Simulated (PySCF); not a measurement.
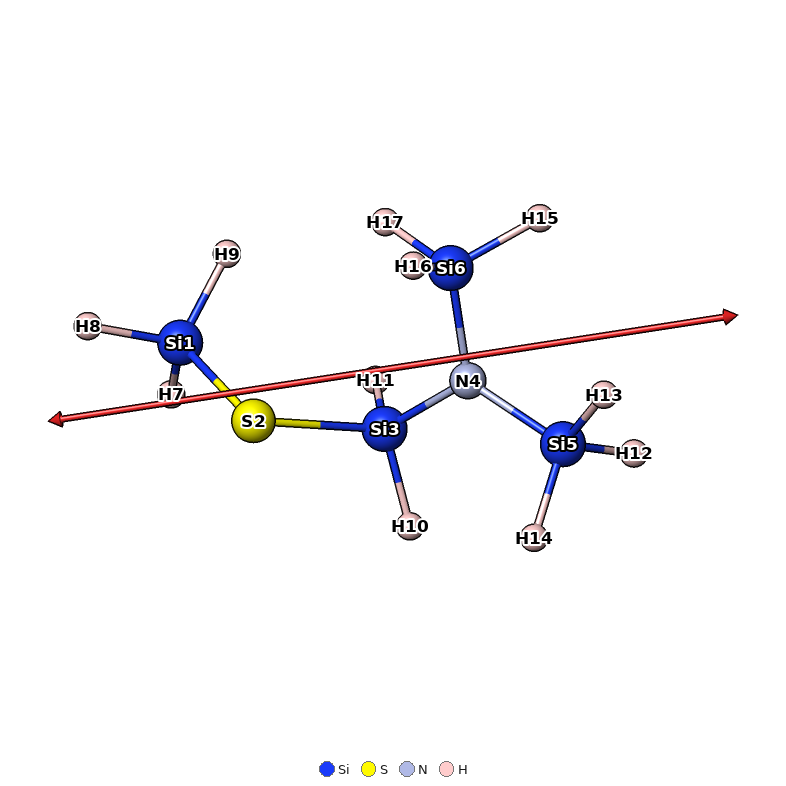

The double arrow shows the direction of the transition dipole to excited singlet state 1 (its length means nothing). Computed geometry: PBE0-D3(BJ)/def2-SVP optimisation. No frequency run is at hand to confirm it as a minimum. Level of theory: TDDFT LDA/def2-SVPD, vertical, gas phase, core orbitals frozen in the response (PySCF 2.14.0).

Question: Where does the transition lie, and how strong is it?

Answer: 4.93 eV (252 nm), oscillator strength 0.028, mainly HOMO → LUMO (weight 0.98); transition dipole 1.23 D.
